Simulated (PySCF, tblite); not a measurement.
# ClFH₄O₂Si₂, a small molecule taken as a stand-in for a surface group (Si site with back bonds O[SiH3], O, F): NMR shifts, core binding energies and electronic excitations, part 1 of 2

Wanted: the NMR shifts, core binding energies and electronic excitations for `O[Si](F)(Cl)O[SiH3]`.

Computed with tblite 0.8.0 and PySCF 2.14.0; each step states its level. No surroundings beyond the atoms listed, unless a continuum is named. Atoms count from 0, parts from 1.

### 1 The system as given

10 atoms, charge 0, multiplicity 1; geometry: distance geometry start.

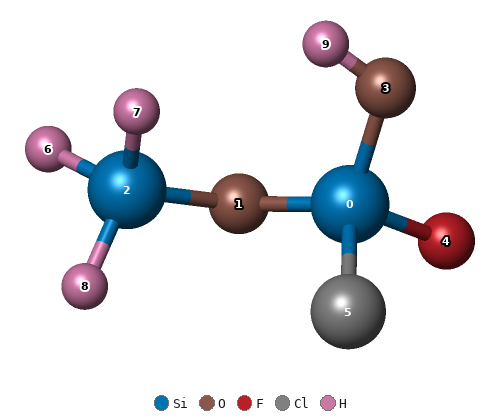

The starting geometry (silicon blue, oxygen brown, fluorine red, chlorine grey, hydrogen pink), atoms numbered.

### 2 Relaxing the cluster with GFN2-xTB

Job settings and geometry (Å):

```
{"job": {"kind": "relax", "xc": "GFN2-xTB", "basis": "xTB"}, "charge": 0, "multiplicity": 1}
Si    -1.202214     0.047850    -0.661067
O      0.431192     0.001748    -1.107656
Si     1.547372     0.255671     0.160742
O     -1.737673    -1.292802     0.209114
F     -2.090512     0.050989    -2.125740
Cl    -1.719826     1.768862     0.374808
H      2.820077    -0.344103    -0.270440
H      1.165119    -0.447030     1.408932
H      1.843511     1.655309     0.427724
H     -1.041623    -1.669204     0.791941
```

With the program's defaults for keys left out, this is: GFN2-xTB geometry optimisation, gas phase.

On the command line:

```sh
> OMP_NUM_THREADS=1 python cluster_run.py task.json out
```

The driver reads the jobs from task.json and runs them one after another.

Standard output:

```text
step      E/eV     max force
  0    -629.76698    2.703
  1    -630.09068    2.028
  2    -630.30466    2.735
  3    -630.38942    0.653
  4    -630.41597    0.461
  5    -630.44674    0.645
  6    -630.46666    0.665
  7    -630.50623    0.403
  8    -630.51531    0.346
  9    -630.52310    0.276
 10    -630.53053    0.281
 11    -630.54012    0.352
 12    -630.55042    0.399
 13    -630.56165    0.356
 14    -630.57299    0.320
 15    -630.58209    0.262
 16    -630.58806    0.199
 17    -630.59450    0.290
 18    -630.60314    0.337
 19    -630.61315    0.329
 20    -630.62203    0.271
 21    -630.62860    0.194
 22    -630.63277    0.215
 23    -630.63810    0.305
 24    -630.64638    0.315
 25    -630.65389    0.259
 26    -630.65851    0.155
 27    -630.66173    0.149
 28    -630.66459    0.190
 29    -630.66690    0.190
 30    -630.66929    0.203
 31    -630.67106    0.126
 32    -630.67323    0.110
 33    -630.67448    0.117
 34    -630.67697    0.162
 35    -630.67840    0.102
 36    -630.67930    0.101
 37    -630.68010    0.070
 38    -630.68116    0.115
 39    -630.68338    0.184
 40    -630.68633    0.273
 41    -630.69143    0.375
 42    -630.69935    0.411
 43    -630.69080    1.003
 44    -630.71148    0.123
 45    -630.71593    0.155
 46    -630.71338    0.546
 47    -630.71943    0.072
 48    -630.72034    0.069
 49    -630.72114    0.156
 50    -630.72202    0.071
 51    -630.72270    0.060
 52    -630.72397    0.122
 53    -630.72462    0.095
 54    -630.72520    0.068
 55    -630.72588    0.047
 56    -630.72628    0.048
 57    -630.72649    0.048
 58    -630.72676    0.046
 59    -630.72705    0.044
 60    -630.72731    0.037
 61    -630.72752    0.032
 62    -630.72768    0.035
 63    -630.72784    0.035
 64    -630.72804    0.039
 65    -630.72830    0.059
 66    -630.72872    0.072
 67    -630.72943    0.090
 68    -630.73056    0.099
 69    -630.73207    0.116
 70    -630.73354    0.094
 71    -630.73432    0.063
 72    -630.73459    0.151
 73    -630.73510    0.058
 74    -630.73588    0.084
 75    -630.73718    0.146
 76    -630.73798    0.106
 77    -630.73824    0.042
 78    -630.73836    0.019
 79    -630.73841    0.014
 80    -630.73846    0.011
 81    -630.73848    0.009
 82    -630.73850    0.011
 83    -630.73852    0.014
 84    -630.73854    0.017
 85    -630.73856    0.016
 86    -630.73858    0.011
 87    -630.73859    0.008
 88    -630.73861    0.009
 89    -630.73862    0.015
 90    -630.73864    0.021
 91    -630.73866    0.022
 92    -630.73869    0.020
 93    -630.73874    0.018
 94    -630.73879    0.018
 95    -630.73883    0.013
 96    -630.73884    0.011
 97    -630.73884    0.007
```

Wall time 1.7 s (1 thread of Arm Neoverse V2, shared host).

Along the way:

| step | energy from step 0 (eV) | largest force (eV/Å) |
| --- | --- | --- |
| 0 | 0.0000 | 2.7037 |
| 4 | -0.6490 | 0.4618 |
| 8 | -0.7483 | 0.3459 |
| 12 | -0.7834 | 0.3987 |
| 16 | -0.8211 | 0.1994 |
| 20 | -0.8551 | 0.2714 |
| 24 | -0.8794 | 0.3143 |
| 28 | -0.8976 | 0.1903 |
| 32 | -0.9062 | 0.1102 |
| 36 | -0.9123 | 0.1005 |
| 40 | -0.9194 | 0.2726 |
| 44 | -0.9445 | 0.1223 |
| 48 | -0.9534 | 0.0688 |
| 52 | -0.9570 | 0.1227 |
| 56 | -0.9593 | 0.0476 |
| 60 | -0.9603 | 0.0373 |
| 64 | -0.9611 | 0.0388 |
| 68 | -0.9636 | 0.0987 |
| 72 | -0.9676 | 0.1506 |
| 76 | -0.9710 | 0.1060 |
| 80 | -0.9715 | 0.0115 |
| 84 | -0.9716 | 0.0175 |
| 88 | -0.9716 | 0.0086 |
| 92 | -0.9717 | 0.0193 |
| 96 | -0.9719 | 0.0115 |
| 97 | -0.9719 | 0.0066 |

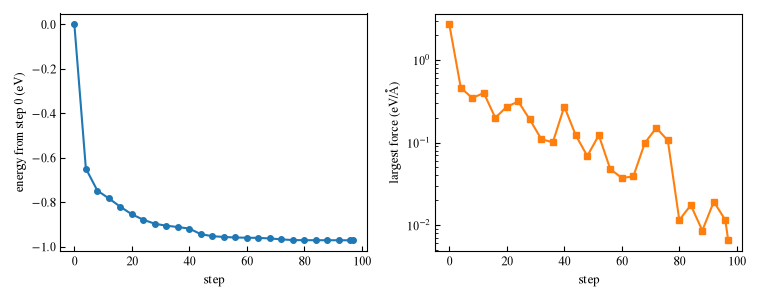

Energy and force, step by step.

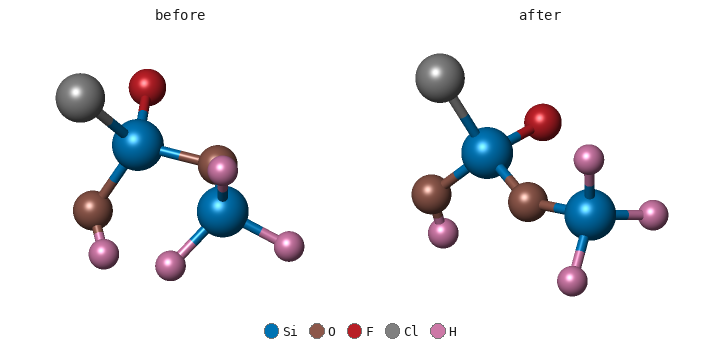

Before and after, at one scale.

Distances of close pairs at the start and the end, largest changes first:

| bond | before (Å) | after (Å) | change (Å) |
| --- | --- | --- | --- |
| Si0–F4 | 1.713 | 1.608 | -0.105 |
| Si0–Cl5 | 2.074 | 1.970 | -0.105 |
| Si0–O1 | 1.694 | 1.600 | -0.094 |
| Si0–O3 | 1.686 | 1.605 | -0.080 |
| O1–Si2 | 1.709 | 1.635 | -0.074 |
| O3–H9 | 0.983 | 0.954 | -0.029 |
| Si2–H7 | 1.483 | 1.459 | -0.023 |
| Si2–H6 | 1.472 | 1.460 | -0.011 |

### 3 Geometry optimisation at PBE0-D3(BJ)/def2-SVP

Job settings and geometry (Å):

```
{"job": {"xc": "PBE0", "basis": "def2-SVP", "d3": "d3bj", "grid": 2, "kind": "geom", "shake": 0.01}, "charge": 0, "multiplicity": 1}
Si    -1.217383    -0.007207    -0.299499
O      0.230976    -0.099447     0.305480
Si     1.790647     0.344622     0.301831
O     -2.184367    -1.090953     0.310882
F     -1.089620    -0.258751    -1.892049
Cl    -2.062897     1.787852    -0.004809
H      2.421064    -0.237115    -0.886300
H      2.298013    -0.249946     1.547795
H      1.866625     1.811387     0.322518
H     -2.011507    -2.026025     0.295626
```

Standard output:

```text
step   0  E = -1290.95137282  max force = 0.035483
step   1  E = -1290.95905529  max force = 0.010112
step   2  E = -1290.95933545  max force = 0.004899
step   3  E = -1290.95941381  max force = 0.001659
step   4  E = -1290.95946273  max force = 0.001496
step   5  E = -1290.95951749  max force = 0.002779
step   6  E = -1290.95957177  max force = 0.002277
step   7  E = -1290.95961674  max force = 0.000999
step   8  E = -1290.95964161  max force = 0.000673
step   9  E = -1290.95965845  max force = 0.001063
step  10  E = -1290.95967811  max force = 0.000993
step  11  E = -1290.95970159  max force = 0.001181
step  12  E = -1290.95972649  max force = 0.000905
step  13  E = -1290.95974522  max force = 0.000514
step  14  E = -1290.95975284  max force = 0.000281
optimisation converged
```

Run time: 98 s. Hardware: 1 thread of Arm Neoverse V2, shared host; peak memory 0.59 GiB.

Along the way:

| step | energy from step 0 (eV) | largest force component (eV/Å) |
| --- | --- | --- |
| 0 | 0.0000 | 1.8246 |
| 1 | -0.2091 | 0.5200 |
| 2 | -0.2167 | 0.2519 |
| 3 | -0.2188 | 0.0853 |
| 4 | -0.2201 | 0.0769 |
| 5 | -0.2216 | 0.1429 |
| 6 | -0.2231 | 0.1171 |
| 7 | -0.2243 | 0.0514 |
| 8 | -0.2250 | 0.0346 |
| 9 | -0.2255 | 0.0547 |
| 10 | -0.2260 | 0.0511 |
| 11 | -0.2266 | 0.0607 |
| 12 | -0.2273 | 0.0465 |
| 13 | -0.2278 | 0.0264 |
| 14 | -0.2280 | 0.0144 |

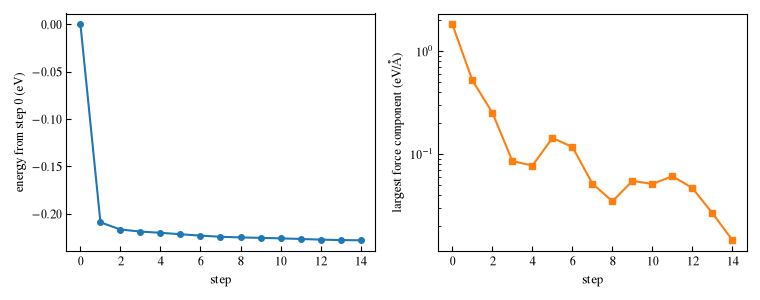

Energy and force, step by step.

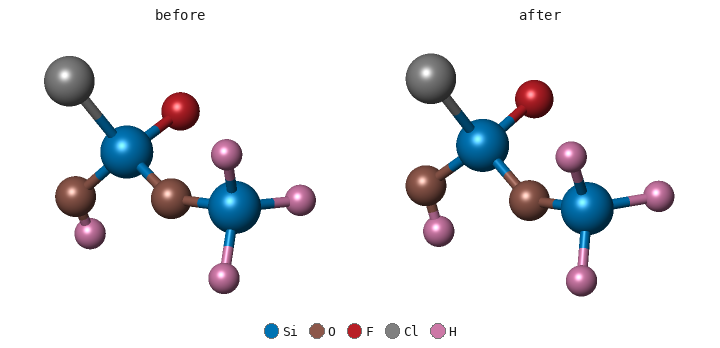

The geometry before (left) and after (right).

Distances of close pairs at the start and the end, largest changes first:

| bond | before (Å) | after (Å) | change (Å) |
| --- | --- | --- | --- |
| Si0–O3 | 1.575 | 1.630 | +0.054 |
| Si0–O1 | 1.572 | 1.626 | +0.054 |
| O1–Si2 | 1.622 | 1.671 | +0.049 |
| Si0–Cl5 | 2.006 | 2.033 | +0.027 |
| Si2–H6 | 1.465 | 1.490 | +0.025 |
| Si2–H8 | 1.469 | 1.491 | +0.022 |
| Si2–H7 | 1.471 | 1.488 | +0.017 |
| O3–H9 | 0.951 | 0.962 | +0.011 |

The end geometry stands in the next job.

| at the end point | value |
| --- | --- |
| point group (found at 0.08 Å tolerance) | C1 |
| rotational constants (GHz, main isotopes) | 2.442, 1.271, 1.076 |
| dipole moment (D) | 2.53 |

### 4 Nuclear shieldings: PBE0/pcSseg-2

Job settings and geometry (Å):

```
{"job": {"kind": "nmr", "xc": "PBE0", "basis": "pcSseg-2"}, "charge": 0, "multiplicity": 1}
Si    -1.446758     0.028496    -0.341851
O      0.028150    -0.270540     0.274765
Si     1.585486     0.317980     0.418063
O     -2.548961    -1.015811     0.250108
F     -1.354078    -0.093593    -1.942879
Cl    -2.057064     1.921697     0.075867
H      2.374039    -0.067482    -0.786193
H      2.185212    -0.291726     1.635849
H      1.547408     1.802880     0.547100
H     -2.231267    -1.891646     0.489837
```

Method: GIAO PBE0/pcSseg-2 NMR shielding, non-relativistic, gas phase.

Standard output:

```text
coarse grid: 10616 points
cycle   1  E = -1291.4704085810  dE =  6.251e-01  |g| = 1.092e+00  |ddm| = 2.545e+00
cycle   2  E = -1291.2244918847  dE =  2.459e-01  |g| = 1.615e+00  |ddm| = 1.211e+00
cycle   3  E = -1291.6625152316  dE = -4.380e-01  |g| = 1.090e-01  |ddm| = 7.732e-01
cycle   4  E = -1291.6643680022  dE = -1.853e-03  |g| = 6.170e-02  |ddm| = 1.077e-01
cycle   5  E = -1291.6649754159  dE = -6.074e-04  |g| = 1.461e-02  |ddm| = 3.373e-02
cycle   6  E = -1291.6650087874  dE = -3.337e-05  |g| = 3.783e-03  |ddm| = 9.722e-03
cycle   7  E = -1291.6650109042  dE = -2.117e-06  |g| = 9.761e-04  |ddm| = 2.811e-03
final grid: 91112 points
cycle   8  E = -1291.6682943270  dE = -5.222e-05  |g| = 7.289e-03  |ddm| = 1.714e-02
cycle   9  E = -1291.6682853564  dE =  8.971e-06  |g| = 9.758e-03  |ddm| = 7.548e-03
cycle  10  E = -1291.6683011046  dE = -1.575e-05  |g| = 1.185e-03  |ddm| = 4.843e-03
cycle  11  E = -1291.6683013025  dE = -1.979e-07  |g| = 3.061e-04  |ddm| = 6.105e-04
cycle  12  E = -1291.6683013186  dE = -1.611e-08  |g| = 8.766e-05  |ddm| = 2.109e-04
cycle  13  E = -1291.6683013197  dE = -1.108e-09  |g| = 2.424e-05  |ddm| = 4.701e-05
cycle  14  E = -1291.6683013198  dE = -1.169e-10  |g| = 6.244e-06  |ddm| = 2.156e-05
converged SCF energy = -1291.6683013198

GIAO shielding tensors (ppm)
atom      isotropic    diamagn.    paramagn.     s11        s22        s33       span
  0 Si     407.800     874.940    -467.140    386.836    408.133    428.432     41.596
  1 O      266.213     398.771    -132.557    227.544    262.426    308.669     81.125
  2 Si     379.067     877.467    -498.400    337.546    348.068    451.587    114.041
  3 O      269.915     384.548    -114.633    237.356    246.720    325.669     88.313
  4 F      298.214     468.062    -169.849    250.555    262.936    381.150    130.595
  5 Cl     920.459    1148.202    -227.743    833.289    863.432   1064.656    231.367
  6 H       26.126      28.931      -2.805     22.819     24.377     31.183      8.364
  7 H       26.261      28.770      -2.509     23.069     24.334     31.380      8.311
  8 H       26.052      29.062      -3.010     22.413     25.342     30.399      7.986
  9 H       28.997      31.277      -2.280     20.945     23.415     42.629     21.684
```

Run time: 45 s. Hardware: 1 thread of Arm Neoverse V2, shared host; peak memory 1.1 GiB.

Shifts follow as δ = σ(reference) − σ, with reference shieldings (ppm) from runs at the same level and on the same kind of geometry: ¹H TMS 31.25, ²⁹Si TMS 341.3, ¹⁹F CFCl3 175.8, ¹⁷O H2O 328.2, ³⁵Cl HCl 941. The references are single molecules in the gas phase, so shifts against H2O, NH3, PH3, H3PO4 or CFCl3 are not on the usual liquid scales and can be off by tens of ppm.

| atoms | environment | σ (ppm) | δ (ppm) |
| --- | --- | --- | --- |
| H8 | hydrogen on a silicon bonded to O | 26.05 | 5.19 |
| H6 | hydrogen on a silicon bonded to O | 26.13 | 5.12 |
| H7 | hydrogen on a silicon bonded to O | 26.26 | 4.98 |
| H9 | hydrogen on an oxygen bonded to Si | 29.00 | 2.25 |
| Si2 | silicon bonded to O, 3 H | 379.1 | -37.8 |
| Si0 | silicon bonded to Cl, F, 2 O | 407.8 | -66.5 |
| O1 | oxygen bonded to 2 Si | 266.2 | 61.9 |
| O3 | oxygen bonded to Si, H | 269.9 | 58.2 |
| F4 | fluorine bonded to Si | 298.2 | -122.4 |
| Cl5 | chlorine bonded to Si | 920 | 20 |

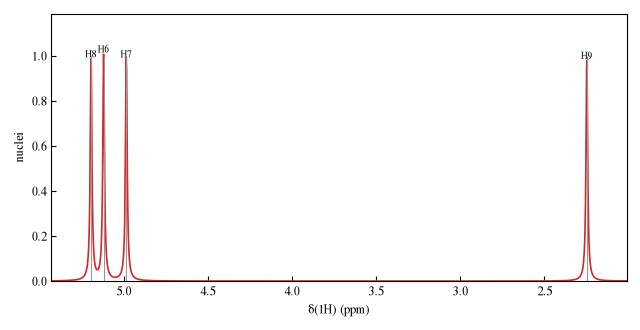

¹H lines at the computed shifts, without couplings. Lines are broadened to a width of 0.01 ppm (Lorentzian).

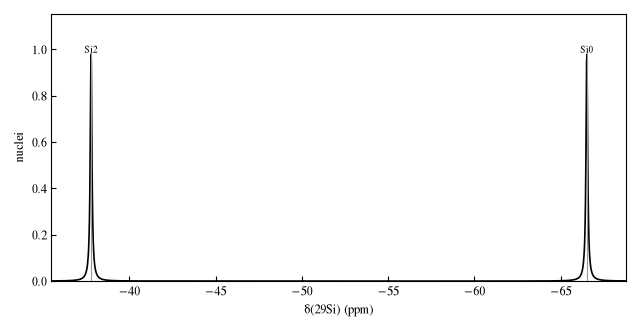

²⁹Si lines at the computed shifts, without couplings. Lines are broadened to a width of 0.11 ppm (Lorentzian).

The run also stored atomic charges by several schemes (e):

| atoms | Mulliken | IAO | Hirshfeld | ESP fit |
| --- | --- | --- | --- | --- |
| Si0 | 1.25 | 1.66 | 0.54 | 0.83 |
| O1 | -0.72 | -0.89 | -0.32 | -0.43 |
| Si2 | 0.79 | 0.88 | 0.40 | 0.45 |
| O3 | -0.50 | -0.80 | -0.30 | -0.64 |
| F4 | -0.39 | -0.53 | -0.20 | -0.27 |
| Cl5 | -0.27 | -0.30 | -0.09 | -0.15 |

IAO charges:

| atom | value (e) |
| --- | --- |
| Si0 | 1.66 |
| O1 | -0.89 |
| Si2 | 0.88 |
| O3 | -0.80 |
| F4 | -0.53 |
| Cl5 | -0.30 |
| H6 | -0.14 |
| H7 | -0.13 |
| H8 | -0.14 |
| H9 | 0.39 |

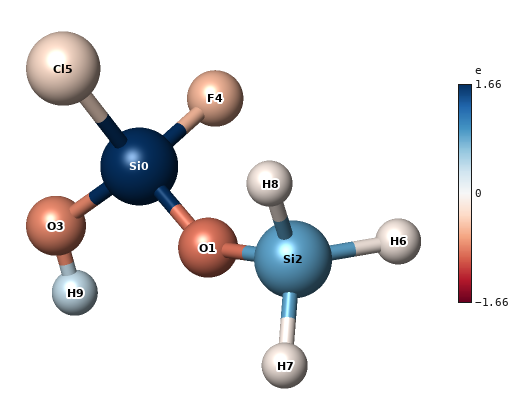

IAO charges, as colours on the atoms.

Mayer bond orders: Si0–O1 1.02, O1–Si2 0.82, Si0–O3 1.09, Si0–F4 0.97, Si0–Cl5 1.11.

(Continued in part 2 of 2.)
